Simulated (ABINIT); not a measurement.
# AlGaN2 (P3m1): G0W0 with ABINIT, start to end, part 2 of 3

Aim: the G0W0 gap of AlGaN2 (P3m1) on LDA, step by step.

ABINIT 10.8.3; LDA and many-body steps on it, plane waves. Known limits of the many-body steps: not at the basis limit; exchange with frozen shells missing; no spin-orbit coupling; coarse k mesh.

So far. Step 2 (Ground state): The gap is direct, at Γ.

**3. Bands along the symmetry lines**

Level of this step: DFT, LDA, plane waves, norm-conserving pseudopotentials (ABINIT).

Levels along a band path, at the cheap level, show where the edges lie and whether the meshes to come will hold them.

Contents of run.abi:

```
acell 3*1.0 Angstrom
rprim 
  3.145282644058 -0.000000000015 0.000000000000
  -1.572641322016 2.723894671844 0.000000000000
  0.000000000000 0.000000000000 5.096893730000
ntypat 3
znucl 13 31 7
natom 4
typat 1 2 3 3
xred 
  0.000000000000 0.000000000000 0.999263770000
  0.666666666667 0.333333333333 0.497174210000
  0.666666666667 0.333333333333 0.111803640000
  0.000000000000 0.000000000000 0.628158390000
pp_dirpath "pseudos"
pseudos "Al.upf, Ga.upf, N.upf"
ecut 36
iscf -2
irdden 1
kptopt 0
nkpt 75
kpt 
  0.00000000 0.00000000 0.00000000
  0.06250000 0.00000000 0.00000000
  0.12500000 0.00000000 0.00000000
  0.18750000 0.00000000 0.00000000
  0.25000000 0.00000000 0.00000000
  0.31250000 0.00000000 0.00000000
  0.37500000 0.00000000 0.00000000
  0.43750000 0.00000000 0.00000000
  0.50000000 0.00000000 0.00000000
  0.47916667 0.04166667 0.00000000
  0.45833333 0.08333333 0.00000000
  0.43750000 0.12500000 0.00000000
  0.41666666 0.16666666 0.00000000
  0.39583333 0.20833333 0.00000000
  0.37500000 0.25000000 0.00000000
  0.35416666 0.29166666 0.00000000
  0.33333333 0.33333333 0.00000000
  0.29166666 0.29166666 0.00000000
  0.25000000 0.25000000 0.00000000
  0.20833333 0.20833333 0.00000000
  0.16666666 0.16666666 0.00000000
  0.12500000 0.12500000 0.00000000
  0.08333333 0.08333333 0.00000000
  0.04166667 0.04166667 0.00000000
  0.00000000 0.00000000 0.00000000
  0.00000000 0.00000000 0.06250000
  0.00000000 0.00000000 0.12500000
  0.00000000 0.00000000 0.18750000
  0.00000000 0.00000000 0.25000000
  0.00000000 0.00000000 0.31250000
  0.00000000 0.00000000 0.37500000
  0.00000000 0.00000000 0.43750000
  0.00000000 0.00000000 0.50000000
  0.06250000 0.00000000 0.50000000
  0.12500000 0.00000000 0.50000000
  0.18750000 0.00000000 0.50000000
  0.25000000 0.00000000 0.50000000
  0.31250000 0.00000000 0.50000000
  0.37500000 0.00000000 0.50000000
  0.43750000 0.00000000 0.50000000
  0.50000000 0.00000000 0.50000000
  0.47916667 0.04166667 0.50000000
  0.45833333 0.08333333 0.50000000
  0.43750000 0.12500000 0.50000000
  0.41666666 0.16666666 0.50000000
  0.39583333 0.20833333 0.50000000
  0.37500000 0.25000000 0.50000000
  0.35416666 0.29166666 0.50000000
  0.33333333 0.33333333 0.50000000
  0.29166666 0.29166666 0.50000000
  0.25000000 0.25000000 0.50000000
  0.20833333 0.20833333 0.50000000
  0.16666666 0.16666666 0.50000000
  0.12500000 0.12500000 0.50000000
  0.08333333 0.08333333 0.50000000
  0.04166667 0.04166667 0.50000000
  0.00000000 0.00000000 0.50000000
  0.50000000 0.00000000 0.50000000
  0.50000000 0.00000000 0.43750000
  0.50000000 0.00000000 0.37500000
  0.50000000 0.00000000 0.31250000
  0.50000000 0.00000000 0.25000000
  0.50000000 0.00000000 0.18750000
  0.50000000 0.00000000 0.12500000
  0.50000000 0.00000000 0.06250000
  0.50000000 0.00000000 0.00000000
  0.33333333 0.33333333 0.50000000
  0.33333333 0.33333333 0.43750000
  0.33333333 0.33333333 0.37500000
  0.33333333 0.33333333 0.31250000
  0.33333333 0.33333333 0.25000000
  0.33333333 0.33333333 0.18750000
  0.33333333 0.33333333 0.12500000
  0.33333333 0.33333333 0.06250000
  0.33333333 0.33333333 0.00000000
istwfk *1
nband 20
nbdbuf 2
tolwfr 1e-08
nstep 40
prtwf 0
prtvol 0
indata_prefix "in"
outdata_prefix "out"
tmpdata_prefix "tmp"
```

The run is started by

```sh
$ OMP_NUM_THREADS=1 mpirun -n 4 abinit run.abi > log
```

Numbers of over 12 decimals in the logs are rounded to 6 here.

Log:

```text
.Version 10.8.3 of ABINIT. v10.8.2 released Aug 2026.

 Symmetries : space group P3 m 1 (#156); Bravais hP (primitive hexag.)
[... echo of the input left out ...]
== DATASET  1 ==================================================================
-   mpi_nproc: 4, omp_nthreads: 1 (-1 if OMP is not activated)

--- !DatasetInfo
iteration_state: {dtset: 1, }
dimensions: {natom: 4, nkpt: 75, mband: 20, nsppol: 1, nspinor: 1, nspden: 1, mpw: 3066, }
cutoff_energies: {ecut:  36.0, pawecutdg:  -1.0, }
electrons: {nelect:   2.60000000E+01, charge:   0.00000000E+00, occopt:   1.00000000E+00, tsmear:   1.00000000E-02, }

 Real(R)+Recip(G) space primitive vectors, cartesian coordinates (Bohr,Bohr^-1):
 R(1)=  5.9437228  0.0000000  0.0000000  G(1)=  0.1682447  0.0971361  0.0000000
 R(2)= -2.9718614  5.1474149  0.0000000  G(2)=  0.0000000  0.1942723  0.0000000
 R(3)=  0.0000000  0.0000000  9.6317332  G(3)=  0.0000000  0.0000000  0.1038235
 Unit cell volume ucvol=  2.9468102E+02 bohr^3
 Angles (23,13,12)=  9.00000000E+01  9.00000000E+01  1.20000000E+02 degrees

 getcut: wavevector=  0.0000  0.0000  0.0000  ngfft=  36  36  54
         ecut(hartree)=     36.000   => boxcut(ratio)=   2.07574

--- Pseudopotential description ------------------------------------------------
- Al Generated using ONCVPSP code by D. R. Hamann
- 13.00000   3.00000  180309                  znucl, zion, pspdat
12 -1012 2 -1 1854                            pspcod,pspxc,lmax,lloc,mmax
     nproj     2     2     2
  pspatm : epsatm=    0.57439143
         --- l  ekb(1:nproj) -->
             0    5.725870    0.726131
             1    6.190420    0.914022
             2   -4.229503   -0.925599
 pspatm: atomic psp has been read  and splines computed

- Ga Generated using ONCVPSP code by D. R. Hamann
- 31.00000  13.00000  180309                  znucl, zion, pspdat
12 -1012 2 -1 1858                            pspcod,pspxc,lmax,lloc,mmax
     nproj     2     2     2
  pspatm : epsatm=   24.58383104
         --- l  ekb(1:nproj) -->
[...]
pspatm: atomic psp has been read  and splines computed

- N Generated using ONCVPSP code by D. R. Hamann
-  7.00000   5.00000  180309                  znucl, zion, pspdat
12 -1012 1 -1 1058                            pspcod,pspxc,lmax,lloc,mmax
     nproj     2     2     0
  pspatm : epsatm=    5.30777321
         --- l  ekb(1:nproj) -->
[...]
pspatm: atomic psp has been read  and splines computed

--------------------------------------------------------------------------------

================================================================================
 prteigrs : about to open file out_EIG
 Non-SCF case, kpt    1 (  0.00000  0.00000  0.00000), residuals and eigenvalues=
  7.79E-09  2.50E-09  1.91E-09  3.33E-09  4.50E-09  9.86E-09  3.61E-09  6.02E-09
  5.44E-09  6.22E-09  4.64E-09  5.79E-09  9.72E-09  3.39E-09  6.26E-09  5.43E-09
[...]
8.70E-09  6.42E-09  9.89E-09  4.21E-05
[...]
6.1112E-01  6.4077E-01
[...]
Non-SCF case, kpt   74 (  0.33333  0.33333  0.06250), residuals and eigenvalues=
[...]
6.0154E-01  6.7109E-01
 Non-SCF case, kpt   75 (  0.33333  0.33333  0.00000), residuals and eigenvalues=
[...]
-2.1596E-01  6.2172E-03  9.2124E-03  4.8602E-02  9.0624E-02  9.9725E-02
  1.0132E-01  3.7774E-01  4.9646E-01  4.9971E-01  5.1695E-01  5.8194E-01
  6.0165E-01  6.7064E-01

--- !ResultsGS
iteration_state: {dtset: 1, }
comment   : Summary of ground state results
lattice_vectors:
- [  5.9437228,  -0.0000000,   0.0000000, ]
- [ -2.9718614,   5.1474149,   0.0000000, ]
- [  0.0000000,   0.0000000,   9.6317332, ]
lattice_lengths: [   5.94372,    5.94372,    9.63173, ]
lattice_angles: [ 90.000,  90.000, 120.000, ] # degrees, (23, 13, 12)
lattice_volume:   2.9468102E+02
convergence: {deltae:  0.000E+00, res2:  0.000E+00, residm:  9.996E-09, diffor:  0.000E+00, }
etotal    :  -9.96157716E+01
entropy   :   0.00000000E+00
fermie    :   1.97749392E-01
cartesian_stress_tensor: null
pressure_GPa: null
xred      :
- [  0.0000E+00,   0.0000E+00,   9.9926E-01, Al]
- [  6.6667E-01,   3.3333E-01,   4.9717E-01, Ga]
- [  6.6667E-01,   3.3333E-01,   1.1180E-01,  N]
- [  0.0000E+00,   0.0000E+00,   6.2816E-01,  N]
cartesian_forces: null
force_length_stats: {min: null, max: null, mean: null, }

 Integrated electronic density in atomic spheres:
 ------------------------------------------------
 Atom  Sphere_radius  Integrated_density
[...]
================================================================================

 ----iterations are completed or convergence reached----

 Mean square residual over all n,k,spin=   55.463E-10; max=  99.958E-10
 reduced coordinates (array xred) for    4 atoms
[...]
0.666666666667      0.333333333333      0.111803640000
       0.000000000000      0.000000000000      0.628158390000

 cartesian coordinates (angstrom) at end:
[...]
length scales=  1.889726125908  1.889726125908  1.889726125908 bohr
              =  1.000000000000  1.000000000000  1.000000000000 angstroms
 prteigrs : about to open file out_EIG
 Eigenvalues (hartree) for nkpt=  75  k points:
 kpt#   1, nband= 20, wtk=  1.00000, kpt=  0.0000  0.0000  0.0000 (reduced coord)
[...]
kpt#   2, nband= 20, wtk=  1.00000, kpt=  0.0625  0.0000  0.0000 (reduced coord)
[...]
kpt#   3, nband= 20, wtk=  1.00000, kpt=  0.1250  0.0000  0.0000 (reduced coord)
[...]
kpt#  74, nband= 20, wtk=  1.00000, kpt=  0.3333  0.3333  0.0625 (reduced coord)
[...]
0.51451    0.57956    0.60154    0.67109
 kpt#  75, nband= 20, wtk=  1.00000, kpt=  0.3333  0.3333  0.0000 (reduced coord)
  -0.33622   -0.30911   -0.28949   -0.28601   -0.28442   -0.24759   -0.21596    0.00622
   0.00921    0.04860    0.09062    0.09973    0.10132    0.37774    0.49646    0.49971
   0.51695    0.58194    0.60165    0.67064

== END DATASET(S) ==============================================================
================================================================================

 -outvars: echo values of variables after computation  --------
            nband          20
             nkpt          75
          spgroup         156
 [... the other variables as echoed above ...]

 Calculation completed.
```

Run time: 21 s. Hardware: 4 MPI ranks of Arm Neoverse V2, shared host; peak memory 0.34 GiB; 85 s of CPU time.

This step gave:

```
gap                        : 2.921 eV
k of the valence top       : 0, 0, 0
k of the conduction bottom : 0, 0, 0
least direct gap           : 2.921 eV
```

The gap is 2.921 eV, as in the run before at this level.

The electronic bands at the labelled points (eV, zero at the top of the highest filled band):

```
    point  band 10  band 11  band 12  band 13  band 14  band 15  band 16  band 17
        Γ    -1.09    -0.11     0.00     0.00     2.92     5.48     9.58    10.40
        M    -3.88    -2.46    -2.11    -0.86     5.13     5.78     6.71     9.63
        K    -4.06    -2.92    -2.67    -2.62     4.90     8.13     8.22     8.69
        Γ    -1.09    -0.11     0.00     0.00     2.92     5.48     9.58    10.40
        A    -0.89    -0.89    -0.22    -0.22     4.88     5.64     8.83     9.51
        L    -1.95    -1.84    -1.64    -1.43     4.46     5.02     7.66     8.93
        H    -4.22    -3.97    -1.30    -1.11     6.48     6.87     7.19     7.56
        A    -0.89    -0.89    -0.22    -0.22     4.88     5.64     8.83     9.51
jump to L    -1.95    -1.84    -1.64    -1.43     4.46     5.02     7.66     8.93
        M    -3.88    -2.46    -2.11    -0.86     5.13     5.78     6.71     9.63
jump to H    -4.22    -3.97    -1.30    -1.11     6.48     6.87     7.19     7.56
        K    -4.06    -2.92    -2.67    -2.62     4.90     8.13     8.22     8.69
```

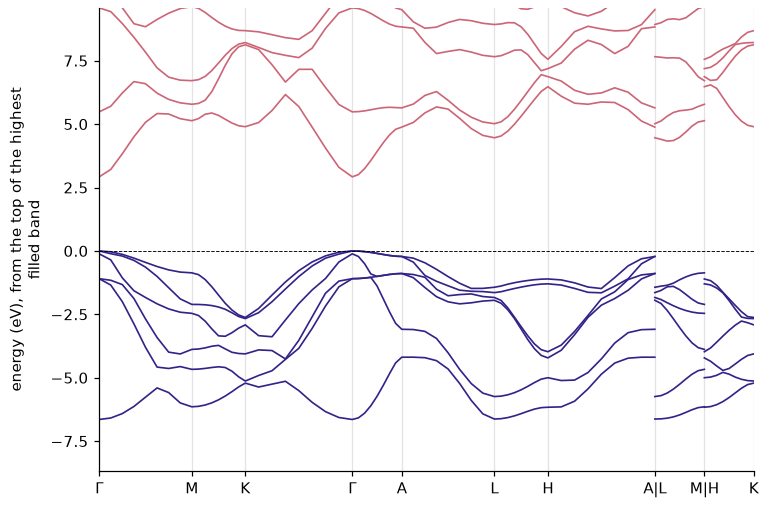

Electronic bands along the path; lines of filled and empty bands in two colours.

**4. Empty states on the mesh, 3×3×2 mesh, 45 bands**

The sums over transitions need many empty states on a uniform mesh; this step solves for them.

Contents of run.abi:

```
acell 3*1.0 Angstrom
rprim 
  3.145282644058 -0.000000000015 0.000000000000
  -1.572641322016 2.723894671844 0.000000000000
  0.000000000000 0.000000000000 5.096893730000
ntypat 3
znucl 13 31 7
natom 4
typat 1 2 3 3
xred 
  0.000000000000 0.000000000000 0.999263770000
  0.666666666667 0.333333333333 0.497174210000
  0.666666666667 0.333333333333 0.111803640000
  0.000000000000 0.000000000000 0.628158390000
pp_dirpath "pseudos"
pseudos "Al.upf, Ga.upf, N.upf"
ecut 36
ngkpt 3 3 2
nshiftk 1
shiftk 0 0 0
kptopt 1
chksymbreak 0
iscf -2
irdden 1
istwfk *1
nband 45
nbdbuf 4
tolwfr 1e-09
nstep 60
prtvol 0
indata_prefix "in"
outdata_prefix "out"
tmpdata_prefix "tmp"
```

Log:

```text
.Version 10.8.3 of ABINIT. v10.8.2 released Aug 2026.

 Symmetries : space group P3 m 1 (#156); Bravais hP (primitive hexag.)
[... echo of the input left out ...]
== DATASET  1 ==================================================================
-   mpi_nproc: 4, omp_nthreads: 1 (-1 if OMP is not activated)

--- !DatasetInfo
iteration_state: {dtset: 1, }
dimensions: {natom: 4, nkpt: 6, mband: 45, nsppol: 1, nspinor: 1, nspden: 1, mpw: 3066, }
cutoff_energies: {ecut:  36.0, pawecutdg:  -1.0, }
electrons: {nelect:   2.60000000E+01, charge:   0.00000000E+00, occopt:   1.00000000E+00, tsmear:   1.00000000E-02, }

 Real(R)+Recip(G) space primitive vectors, cartesian coordinates (Bohr,Bohr^-1):
 R(1)=  5.9437228  0.0000000  0.0000000  G(1)=  0.1682447  0.0971361  0.0000000
 R(2)= -2.9718614  5.1474149  0.0000000  G(2)=  0.0000000  0.1942723  0.0000000
 R(3)=  0.0000000  0.0000000  9.6317332  G(3)=  0.0000000  0.0000000  0.1038235
 Unit cell volume ucvol=  2.9468102E+02 bohr^3
 Angles (23,13,12)=  9.00000000E+01  9.00000000E+01  1.20000000E+02 degrees

 getcut: wavevector=  0.0000  0.0000  0.0000  ngfft=  36  36  54
         ecut(hartree)=     36.000   => boxcut(ratio)=   2.07574

--- Pseudopotential description ------------------------------------------------
- Al Generated using ONCVPSP code by D. R. Hamann
- 13.00000   3.00000  180309                  znucl, zion, pspdat
12 -1012 2 -1 1854                            pspcod,pspxc,lmax,lloc,mmax
     nproj     2     2     2
  pspatm : epsatm=    0.57439143
         --- l  ekb(1:nproj) -->
             0    5.725870    0.726131
             1    6.190420    0.914022
             2   -4.229503   -0.925599
 pspatm: atomic psp has been read  and splines computed

- Ga Generated using ONCVPSP code by D. R. Hamann
- 31.00000  13.00000  180309                  znucl, zion, pspdat
12 -1012 2 -1 1858                            pspcod,pspxc,lmax,lloc,mmax
     nproj     2     2     2
  pspatm : epsatm=   24.58383104
         --- l  ekb(1:nproj) -->
[...]
pspatm: atomic psp has been read  and splines computed

- N Generated using ONCVPSP code by D. R. Hamann
-  7.00000   5.00000  180309                  znucl, zion, pspdat
12 -1012 1 -1 1058                            pspcod,pspxc,lmax,lloc,mmax
     nproj     2     2     0
  pspatm : epsatm=    5.30777321
         --- l  ekb(1:nproj) -->
[...]
pspatm: atomic psp has been read  and splines computed

--------------------------------------------------------------------------------

================================================================================
 prteigrs : about to open file out_EIG
 Non-SCF case, kpt    1 (  0.00000  0.00000  0.00000), residuals and eigenvalues=
  8.80E-10  2.22E-10  8.53E-11  3.58E-10  1.87E-10  4.44E-10  3.77E-10  2.16E-10
  2.39E-10  3.47E-10  8.73E-10  2.61E-10  6.26E-10  7.87E-10  7.23E-10  8.41E-10
  1.41E-10  5.95E-10  9.47E-10  2.54E-10  4.64E-10  6.49E-10  1.97E-10  3.57E-10
[...]
7.50E-10  2.96E-08  2.45E-09  9.96E-10  9.50E-08
 -3.7211E-01 -3.2898E-01 -2.9329E-01 -2.9329E-01 -2.8342E-01 -2.8342E-01
 -2.4748E-01 -4.6487E-02  1.5754E-01  1.5754E-01  1.9356E-01  1.9775E-01
  1.9775E-01  3.0510E-01  3.9925E-01  5.4992E-01  5.8010E-01  5.8010E-01
  6.2862E-01  6.4324E-01  6.4324E-01  7.3459E-01  7.4718E-01  7.4718E-01
  8.4156E-01  8.4156E-01  8.7230E-01  9.3739E-01  1.0332E+00  1.0508E+00
  1.0508E+00  1.1996E+00  1.1996E+00  1.2171E+00  1.2984E+00  1.3019E+00
  1.3019E+00  1.4238E+00  1.4238E+00  1.5063E+00  1.5608E+00  1.5608E+00
[...]
prteigrs : prtvol=0 or 1, do not print more k-points.

--- !ResultsGS
iteration_state: {dtset: 1, }
comment   : Summary of ground state results
lattice_vectors:
- [  5.9437228,  -0.0000000,   0.0000000, ]
- [ -2.9718614,   5.1474149,   0.0000000, ]
- [  0.0000000,   0.0000000,   9.6317332, ]
lattice_lengths: [   5.94372,    5.94372,    9.63173, ]
lattice_angles: [ 90.000,  90.000, 120.000, ] # degrees, (23, 13, 12)
lattice_volume:   2.9468102E+02
convergence: {deltae:  0.000E+00, res2:  0.000E+00, residm:  9.976E-10, diffor:  0.000E+00, }
etotal    :  -9.96157716E+01
entropy   :   0.00000000E+00
fermie    :   1.97749392E-01
cartesian_stress_tensor: null
pressure_GPa: null
xred      :
- [  0.0000E+00,   0.0000E+00,   9.9926E-01, Al]
- [  6.6667E-01,   3.3333E-01,   4.9717E-01, Ga]
- [  6.6667E-01,   3.3333E-01,   1.1180E-01,  N]
- [  0.0000E+00,   0.0000E+00,   6.2816E-01,  N]
cartesian_forces: null
force_length_stats: {min: null, max: null, mean: null, }

 Integrated electronic density in atomic spheres:
 ------------------------------------------------
 Atom  Sphere_radius  Integrated_density
[...]
================================================================================

 ----iterations are completed or convergence reached----

 Mean square residual over all n,k,spin=   50.420E-11; max=  99.763E-11
 reduced coordinates (array xred) for    4 atoms
[...]
0.666666666667      0.333333333333      0.111803640000
       0.000000000000      0.000000000000      0.628158390000

 cartesian coordinates (angstrom) at end:
    1      0.000000     0.000000     5.093141
    2      1.572641     0.907965     2.534044
    3      1.572641     0.907965     0.569851
    4      0.000000     0.000000     3.201657
 length scales=  1.889726125908  1.889726125908  1.889726125908 bohr
              =  1.000000000000  1.000000000000  1.000000000000 angstroms
 prteigrs : about to open file out_EIG
 Eigenvalues (hartree) for nkpt=   6  k points:
 kpt#   1, nband= 45, wtk=  0.05556, kpt=  0.0000  0.0000  0.0000 (reduced coord)
[...]
0.84156    0.84156    0.87230    0.93739    1.03317    1.05083    1.05083    1.19959
   1.19959    1.21708    1.29836    1.30187    1.30187    1.42375    1.42375    1.50628
   1.56083    1.56083    1.56406    1.57953    1.57953
 prteigrs : prtvol=0 or 1, do not print more k-points.

== END DATASET(S) ==============================================================
================================================================================

 -outvars: echo values of variables after computation  --------
            nband          45
             nkpt           6
          spgroup         156
 [... the other variables as echoed above ...]

 Calculation completed.
```

Wall time 7.3 s (4 MPI ranks); peak memory 0.28 GiB.

Numbers from this step:

```yaml
gap: 2.921 eV
k_of_the_valence_top: 0, 0, 0
k_of_the_conduction_bottom: 0, 0, 0
least_direct_gap: 2.921 eV
k_points_computed: 6
lowest_point_of_the_top_converged_band_above_the_valence_top: 33.90 eV
```

On this mesh the gap is 2.921 eV.

[end of part 2 of 3]

[Paths, hosts, dates, memory and timing lines, banners, echoed tables and standing remarks are left out of the program output.]

[Logs are printed without paths, hosts, clocks, repeated set-up lines and the standing remarks that a program may print on its own settings, such as how far it seeks lower states.]

[Runs of the session that timed out or met a known fault of the program may be left out.]

[Hosts, paths, dates, database ids (printed as entryN), source tags and the programs' standing remarks are cut or masked in the printed files.]

[G0W0 gaps are taken among the corrected bands and points alone; a level outside them can change the order at an edge.]

[Where Ansatz stands beside ABINIT at settings called matched, ABINIT's density can come from a denser mesh and the files from another edition; pairs whose starting gaps differed by over 0.03 eV were left out, so agreement reads better than it is.]
